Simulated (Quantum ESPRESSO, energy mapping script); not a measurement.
# MnS: energy mapping under PBE+U (6 eV), QE, GBRV

Aim: the exchange couplings of MnS from the energies of a few collinear orders, and the ordering temperature that they give.

Program: Quantum ESPRESSO 7.5. Level of theory: PBE with U = 6 eV on Mn d, ortho-atomic projectors; plane waves, U on orthogonalised atomic orbitals unless named otherwise, collinear spin, no spin–orbit coupling. Results are calculated unless marked as measured.

Experimental background.

For MnS, rock salt (x = 0), “Single-Crystal and Powder Neutron Diffraction Study of FeXMn1-XS Solid Solutions” (2011, arxiv:1108.4537) gives, by neutron diffraction: ordering temperature (Neel temperature) 150 K.

Most raw output is cut from this account.

The database entry behind the starting cell differs from later determinations by our own check (an axis about 0.2 % short against later determinations), so it need not match the best structure at ambient conditions.

## (1) The structure

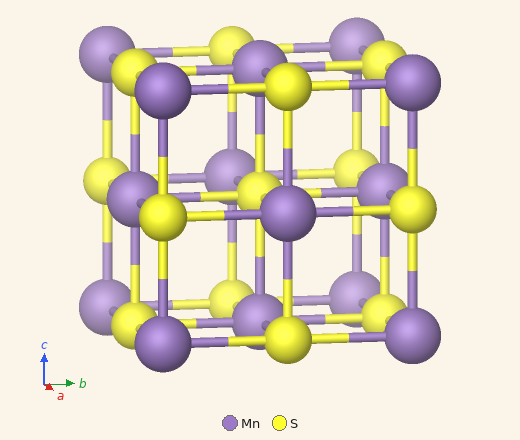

The starting structure, seen slightly off an axis (manganese light purple, sulfur yellow). This picture shows the conventional cell, with its axes. Some periodic images of atoms are drawn too.

Coordinates:

```cif
data_structure
_symmetry_space_group_name_H-M 'Fm-3m'
_symmetry_Int_Tables_number 225
_cell_length_a 5.2090
_cell_length_b 5.2090
_cell_length_c 5.2090
_cell_angle_alpha 90.000
_cell_angle_beta 90.000
_cell_angle_gamma 90.000
_cell_volume 141.34
loop_
_atom_site_label
_atom_site_type_symbol
_atom_site_symmetry_multiplicity
_atom_site_Wyckoff_symbol
_atom_site_fract_x
_atom_site_fract_y
_atom_site_fract_z
_atom_site_occupancy
Mn1 Mn 4 a 0.00000 0.00000 0.00000 1
S1 S 4 b 0.50000 0.00000 0.00000 1
```

The U corrects the self-interaction that lets semilocal functionals spread d and f electrons too far. Its value here is typed, not computed. These runs use Quantum ESPRESSO.

## (2) Parallel start in cell A (4 atoms)

Each cell gets its own parallel run on the same mesh, so that most of the mesh error cancels in the differences.

The potential files are GBRV's for PBE; pw.x takes the functional from them.

Input file pw.in:

```
&control
  calculation = 'scf'
  prefix = 'pw'
  outdir = './tmp/'
  pseudo_dir = './pseudo/'
  verbosity = 'low'
/
&system
  ibrav = 0
  nat = 4
  ntyp = 2
  ecutwfc = 45
  ecutrho = 360
  nbnd = 38
  occupations = 'smearing'
  smearing = 'fd'
  degauss = 0.00367493
  nspin = 2
  starting_magnetization(1) = 0.3000
/
&electrons
  conv_thr = 1.0e-08
  electron_maxstep = 120
  mixing_beta = 0.3
  mixing_mode = 'plain'
/
ATOMIC_SPECIES
  Mn 54.9380 Mn.upf
  S 32.0600 S.upf
CELL_PARAMETERS angstrom
  0.00000000 -2.60450000 -2.60450000
  -2.60450000 0.00000000 -2.60450000
  2.60450000 2.60450000 -5.20900000
ATOMIC_POSITIONS crystal
  Mn 0.50000000 0.50000000 0.50000000
  Mn 0.00000000 0.00000000 0.00000000
  S 0.75000000 0.75000000 0.75000000
  S 0.25000000 0.25000000 0.25000000
K_POINTS automatic
  7 7 7 0 0 0
HUBBARD {ortho-atomic}
U Mn-3d 6
```

Run with:

```sh
$ OMP_NUM_THREADS=1 mpirun -n 8 pw.x -nk 8 -in pw.in > pw.out
```

Run time: 39 s. Hardware: 8 MPI ranks of Intel Xeon Platinum 8375C at 2.90GHz (Ice Lake), shared host; peak memory 1.1 GiB.

Spin moment in the sphere by atom:

| atom | spin moment in the sphere (μB) |
| --- | --- |
| Mn1 | 4.56 |
| Mn2 | 4.56 |
| S3 | 0.08 |
| S4 | 0.08 |

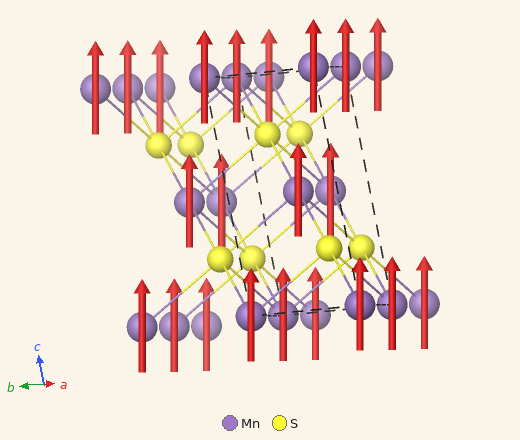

Spin moment in the sphere as arrows, the longest 4.56 μB. Up and down stand for the sign. Arrows give size and sign along the axis of quantisation, drawn up and down the page. Bonds to atoms that aren't drawn are left out. 2×2×1 cells are drawn. Some periodic images of atoms are drawn too.

The run ends ferromagnetic.

## (3) Run 2 (compensated +−; cell A, 4 atoms)

This order reverses 6 of the 12 neighbours at 3.68 Å, 6 of the 6 neighbours at 5.21 Å and 12 of the 24 neighbours at 6.38 Å, counted for an average magnetic atom.

Edit pw.in of step 2 so:

```diff
@@ -10,6 +10,6 @@
   nat = 4
-  ntyp = 2
+  ntyp = 3
   ecutwfc = 45
   ecutrho = 360
-  nbnd = 38
+  nbnd = 33
   occupations = 'smearing'
@@ -19,2 +19,3 @@
   starting_magnetization(1) = 0.3000
+  starting_magnetization(2) = -0.3000
 /
@@ -27,3 +28,4 @@
 ATOMIC_SPECIES
-  Mn 54.9380 Mn.upf
+  Mn1 54.9380 Mn.upf
+  Mn2 54.9380 Mn.upf
   S 32.0600 S.upf
@@ -34,4 +36,4 @@
 ATOMIC_POSITIONS crystal
-  Mn 0.50000000 0.50000000 0.50000000
-  Mn 0.00000000 0.00000000 0.00000000
+  Mn1 0.50000000 0.50000000 0.50000000
+  Mn2 0.00000000 0.00000000 0.00000000
   S 0.75000000 0.75000000 0.75000000
@@ -41,2 +43,3 @@
 HUBBARD {ortho-atomic}
-U Mn-3d 6
+U Mn1-3d 6
+U Mn2-3d 6
```

Run time: 42 s. Hardware: 8 MPI ranks; peak memory 1.1 GiB; 5.5 min of CPU time.

Spin moment in the sphere by atom:

| atom | spin moment in the sphere (μB) |
| --- | --- |
| Mn1 | 4.50 |
| Mn2 | -4.50 |
| S3 | 0.00 |
| S4 | 0.00 |

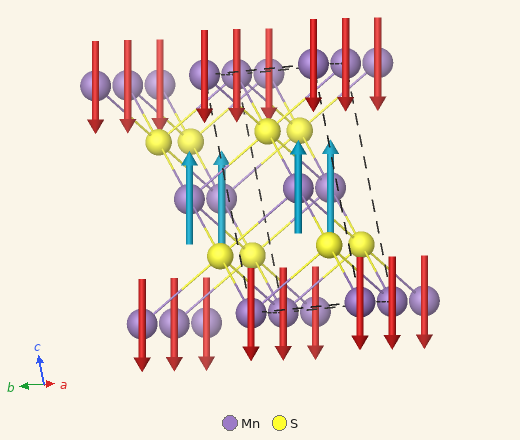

Spin moment in the sphere as arrows, the longest 4.50 μB. Up and down stand for the sign. Arrows give size and sign along the axis of quantisation, drawn up and down the page. The two directions have two colours. Bonds to atoms that aren't drawn are left out. 2×2×1 cells are drawn. Some periodic images of atoms are drawn too.

The run ends antiferromagnetic, 27.10 meV a magnetic atom below the parallel order of its cell.

## (4) Order 3: parallel, cell B of 4 atoms

A new cell needs its own zero of energy.

This run holds the same structure in another cell (c 6.380 → 5.209 Å, α 73.2 → 90.0°, β 73.2 → 90.0°, γ 60.0 → 90.0°).

Input file pw.in:

```
&control
  calculation = 'scf'
  prefix = 'pw'
  outdir = './tmp/'
  pseudo_dir = './pseudo/'
  verbosity = 'low'
/
&system
  ibrav = 0
  nat = 4
  ntyp = 2
  ecutwfc = 45
  ecutrho = 360
  nbnd = 38
  occupations = 'smearing'
  smearing = 'fd'
  degauss = 0.00367493
  nspin = 2
  starting_magnetization(1) = 0.3000
/
&electrons
  conv_thr = 1.0e-08
  electron_maxstep = 120
  mixing_beta = 0.3
  mixing_mode = 'plain'
/
ATOMIC_SPECIES
  Mn 54.9380 Mn.upf
  S 32.0600 S.upf
CELL_PARAMETERS angstrom
  0.00000000 -2.60450000 -2.60450000
  0.00000000 2.60450000 -2.60450000
  5.20900000 0.00000000 0.00000000
ATOMIC_POSITIONS crystal
  Mn 0.50000000 0.50000000 0.50000000
  Mn 0.00000000 0.00000000 0.00000000
  S 0.50000000 0.50000000 0.00000000
  S 0.00000000 0.00000000 0.50000000
K_POINTS automatic
  6 6 4 0 0 0
HUBBARD {ortho-atomic}
U Mn-3d 6
```

Wall time 27 s (8 MPI ranks); peak memory 0.99 GiB.

The run ends ferromagnetic. For each magnetic atom its energy differs from the parallel run of the first cell by 0.81 meV, an error that one common reference would have brought in.

## (5) Run 4 (compensated +−; cell B, 4 atoms)

This order reverses 8 of the 12 neighbours at 3.68 Å, 0 of the 6 neighbours at 5.21 Å and 16 of the 24 neighbours at 6.38 Å, counted for an average magnetic atom.

Edit pw.in of step 4 so:

```diff
@@ -10,6 +10,6 @@
   nat = 4
-  ntyp = 2
+  ntyp = 3
   ecutwfc = 45
   ecutrho = 360
-  nbnd = 38
+  nbnd = 33
   occupations = 'smearing'
@@ -19,2 +19,3 @@
   starting_magnetization(1) = 0.3000
+  starting_magnetization(2) = -0.3000
 /
@@ -27,3 +28,4 @@
 ATOMIC_SPECIES
-  Mn 54.9380 Mn.upf
+  Mn1 54.9380 Mn.upf
+  Mn2 54.9380 Mn.upf
   S 32.0600 S.upf
@@ -34,4 +36,4 @@
 ATOMIC_POSITIONS crystal
-  Mn 0.50000000 0.50000000 0.50000000
-  Mn 0.00000000 0.00000000 0.00000000
+  Mn1 0.50000000 0.50000000 0.50000000
+  Mn2 0.00000000 0.00000000 0.00000000
   S 0.50000000 0.50000000 0.00000000
@@ -41,2 +43,3 @@
 HUBBARD {ortho-atomic}
-U Mn-3d 6
+U Mn1-3d 6
+U Mn2-3d 6
```

Elapsed: 21 s, on 8 MPI ranks; peak memory 1 GiB; 2.8 min of CPU time.

The run ends antiferromagnetic, 13.04 meV a magnetic atom below the parallel order of its cell.

## (6) Run 5 (parallel; cell C, 6 atoms)

Input file pw.in:

```
&control
  calculation = 'scf'
  prefix = 'pw'
  outdir = './tmp/'
  pseudo_dir = './pseudo/'
  verbosity = 'low'
/
&system
  ibrav = 0
  nat = 6
  ntyp = 2
  ecutwfc = 45
  ecutrho = 360
  nbnd = 54
  occupations = 'smearing'
  smearing = 'fd'
  degauss = 0.00367493
  nspin = 2
  starting_magnetization(1) = 0.3000
/
&electrons
  conv_thr = 1.5e-08
  electron_maxstep = 120
  mixing_beta = 0.3
  mixing_mode = 'plain'
/
ATOMIC_SPECIES
  Mn 54.9380 Mn.upf
  S 32.0600 S.upf
CELL_PARAMETERS angstrom
  0.00000000 2.60450000 2.60450000
  -2.60450000 0.00000000 -2.60450000
  -5.20900000 -5.20900000 5.20900000
ATOMIC_POSITIONS crystal
  Mn 0.00000000 0.00000000 0.00000000
  Mn 0.33333333 0.66666667 0.66666667
  Mn 0.66666667 0.33333333 0.33333333
  S 0.66666667 0.33333333 0.83333333
  S 0.00000000 0.00000000 0.50000000
  S 0.33333333 0.66666667 0.16666667
K_POINTS automatic
  7 7 3 0 0 0
HUBBARD {ortho-atomic}
U Mn-3d 6
```

Run time: 30 s. Hardware: 8 MPI ranks; peak memory 1.4 GiB.

The run ends ferromagnetic. For each magnetic atom its energy differs from the parallel run of the first cell by 0.01 meV, an error that one common reference would have brought in.

## (7) Uncompensated ++− start in cell C (6 atoms)

This order reverses 4 of the 12 neighbours at 3.68 Å, 4 of the 6 neighbours at 5.21 Å and 12 of the 24 neighbours at 6.38 Å, counted for an average magnetic atom.

Edit pw.in of step 6 so:

```diff
@@ -10,6 +10,6 @@
   nat = 6
-  ntyp = 2
+  ntyp = 3
   ecutwfc = 45
   ecutrho = 360
-  nbnd = 54
+  nbnd = 49
   occupations = 'smearing'
@@ -19,2 +19,3 @@
   starting_magnetization(1) = 0.3000
+  starting_magnetization(2) = -0.3000
 /
@@ -27,3 +28,4 @@
 ATOMIC_SPECIES
-  Mn 54.9380 Mn.upf
+  Mn1 54.9380 Mn.upf
+  Mn2 54.9380 Mn.upf
   S 32.0600 S.upf
@@ -34,5 +36,5 @@
 ATOMIC_POSITIONS crystal
-  Mn 0.00000000 0.00000000 0.00000000
-  Mn 0.33333333 0.66666667 0.66666667
-  Mn 0.66666667 0.33333333 0.33333333
+  Mn1 0.00000000 0.00000000 0.00000000
+  Mn1 0.33333333 0.66666667 0.66666667
+  Mn2 0.66666667 0.33333333 0.33333333
   S 0.66666667 0.33333333 0.83333333
@@ -43,2 +45,3 @@
 HUBBARD {ortho-atomic}
-U Mn-3d 6
+U Mn1-3d 6
+U Mn2-3d 6
```

Elapsed: 34 s, on 8 MPI ranks; peak memory 1.4 GiB; 4.5 min of CPU time.

The run ends ferrimagnetic, 21.99 meV a magnetic atom below the parallel order of its cell.

## (8) Run 7 (parallel; cell D, 6 atoms)

The parallel order again, as the reference for this cell.

This run holds the same structure in another cell (b 3.683 → 5.209 Å, c 9.022 → 6.380 Å, α 90.0 → 114.1°, β 90.0 → 106.8°, γ 120.0 → 90.0°).

Input file pw.in:

```
&control
  calculation = 'scf'
  prefix = 'pw'
  outdir = './tmp/'
  pseudo_dir = './pseudo/'
  verbosity = 'low'
/
&system
  ibrav = 0
  nat = 6
  ntyp = 2
  ecutwfc = 45
  ecutrho = 360
  nbnd = 54
  occupations = 'smearing'
  smearing = 'fd'
  degauss = 0.00367493
  nspin = 2
  starting_magnetization(1) = 0.3000
/
&electrons
  conv_thr = 1.5e-08
  electron_maxstep = 120
  mixing_beta = 0.3
  mixing_mode = 'plain'
/
ATOMIC_SPECIES
  Mn 54.9380 Mn.upf
  S 32.0600 S.upf
CELL_PARAMETERS angstrom
  0.00000000 -2.60450000 -2.60450000
  -5.20900000 0.00000000 0.00000000
  2.60450000 5.20900000 -2.60450000
ATOMIC_POSITIONS crystal
  Mn 0.66666667 0.66666667 0.33333333
  Mn 0.33333333 0.33333333 0.66666667
  Mn 0.00000000 0.00000000 0.00000000
  S 0.66666667 0.16666667 0.33333333
  S 0.33333333 0.83333333 0.66666667
  S 0.00000000 0.50000000 0.00000000
K_POINTS automatic
  6 6 6 0 0 0
HUBBARD {ortho-atomic}
U Mn-3d 6
```

It took 64 s on 8 MPI ranks; peak memory 1.5 GiB; 8.5 min of CPU time.

The run ends ferromagnetic. For each magnetic atom its energy differs from the parallel run of the first cell by 0.02 meV, an error that one common reference would have brought in.

## (9) Uncompensated ++− start in cell D (6 atoms)

This order reverses 6.67 of the 12 neighbours at 3.68 Å, 2.67 of the 6 neighbours at 5.21 Å and 8 of the 24 neighbours at 6.38 Å, counted for an average magnetic atom.

Edit pw.in of step 8 so:

```diff
@@ -10,6 +10,6 @@
   nat = 6
-  ntyp = 2
+  ntyp = 3
   ecutwfc = 45
   ecutrho = 360
-  nbnd = 54
+  nbnd = 49
   occupations = 'smearing'
@@ -19,2 +19,3 @@
   starting_magnetization(1) = 0.3000
+  starting_magnetization(2) = -0.3000
 /
@@ -27,3 +28,4 @@
 ATOMIC_SPECIES
-  Mn 54.9380 Mn.upf
+  Mn1 54.9380 Mn.upf
+  Mn2 54.9380 Mn.upf
   S 32.0600 S.upf
@@ -34,5 +36,5 @@
 ATOMIC_POSITIONS crystal
-  Mn 0.66666667 0.66666667 0.33333333
-  Mn 0.33333333 0.33333333 0.66666667
-  Mn 0.00000000 0.00000000 0.00000000
+  Mn1 0.66666667 0.66666667 0.33333333
+  Mn1 0.33333333 0.33333333 0.66666667
+  Mn2 0.00000000 0.00000000 0.00000000
   S 0.66666667 0.16666667 0.33333333
@@ -43,2 +45,3 @@
 HUBBARD {ortho-atomic}
-U Mn-3d 6
+U Mn1-3d 6
+U Mn2-3d 6
```

Run time: 62 s. Hardware: 8 MPI ranks; peak memory 1.5 GiB.

The run ends ferrimagnetic, 20.83 meV a magnetic atom below the parallel order of its cell.

## (10) Order 9: parallel, cell E of 6 atoms

This run holds the same structure in another cell (b 5.209 → 3.683 Å, c 6.380 → 8.236 Å, α 114.1 → 102.9°, β 106.8 → 102.9°).

Input file pw.in:

```
&control
  calculation = 'scf'
  prefix = 'pw'
  outdir = './tmp/'
  pseudo_dir = './pseudo/'
  verbosity = 'low'
/
&system
  ibrav = 0
  nat = 6
  ntyp = 2
  ecutwfc = 45
  ecutrho = 360
  nbnd = 54
  occupations = 'smearing'
  smearing = 'fd'
  degauss = 0.00367493
  nspin = 2
  starting_magnetization(1) = 0.3000
/
&electrons
  conv_thr = 1.5e-08
  electron_maxstep = 120
  mixing_beta = 0.3
  mixing_mode = 'plain'
/
ATOMIC_SPECIES
  Mn 54.9380 Mn.upf
  S 32.0600 S.upf
CELL_PARAMETERS angstrom
  0.00000000 2.60450000 2.60450000
  0.00000000 2.60450000 -2.60450000
  -7.81350000 -2.60450000 0.00000000
ATOMIC_POSITIONS crystal
  Mn 0.00000000 0.00000000 0.00000000
  Mn 0.33333333 0.33333333 0.66666667
  Mn 0.66666667 0.66666667 0.33333333
  S 0.83333333 0.83333333 0.66666667
  S 0.16666667 0.16666667 0.33333333
  S 0.50000000 0.50000000 0.00000000
K_POINTS automatic
  6 6 6 0 0 0
HUBBARD {ortho-atomic}
U Mn-3d 6
```

Wall time 43 s (8 MPI ranks); peak memory 1.4 GiB; 5.7 min of CPU time.

The run ends ferromagnetic. For each magnetic atom its energy differs from the parallel run of the first cell by 0.68 meV, an error that one common reference would have brought in.

[end of part 1 of 2]

[Logs and program files are shortened in this print: banners, set-up blocks, solver, clock and traceback lines can be left out without a mark of their own.]

[Logs are printed without paths, hosts, clocks, repeated set-up lines and the standing remarks that a program may print on its own settings, such as how far it seeks lower states.]

[Hosts, paths, dates, database ids (printed as entryN), source tags and the programs' standing remarks are cut or masked in the printed files.]

[Where a cell is said to come from a database of computed structures, the database is the Materials Project.]
